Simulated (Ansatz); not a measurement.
```xyz
7

In   -0.4920   -1.2761    0.1854
Si    0.6048    0.9879   -0.2939
H    -0.1779   -2.9151   -0.2132
Cl   -2.4281   -1.0861    1.5087
H     0.6617    1.2143   -1.7635
H     1.9965    0.9904    0.2326
H    -0.1652    2.0846    0.3438
```

The reactant side of a reaction path; geometry: PBE0-D4/def2-TZVP; core potentials replace the inner electrons of In.

Method: RKS PBE0-D4/def2-TZVPP in Ansatz.

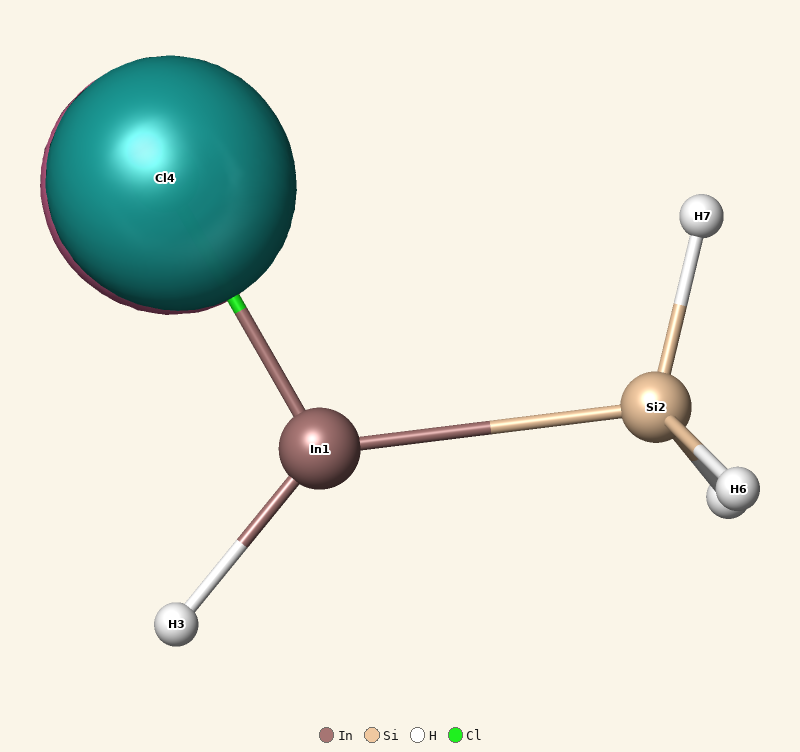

ClH$_{4}$InSi. The HOMO−1 at ±0.2 Å⁻³ᐟ² (teal and pink are the two phases), seen across its widest extent.

Question: Describe this orbital and give its energy.

Answer: It lies mainly on Cl4 (about 90 %) and In1 (about 10 %); largely a lone pair of Cl4. Its energy is −8.64 eV.
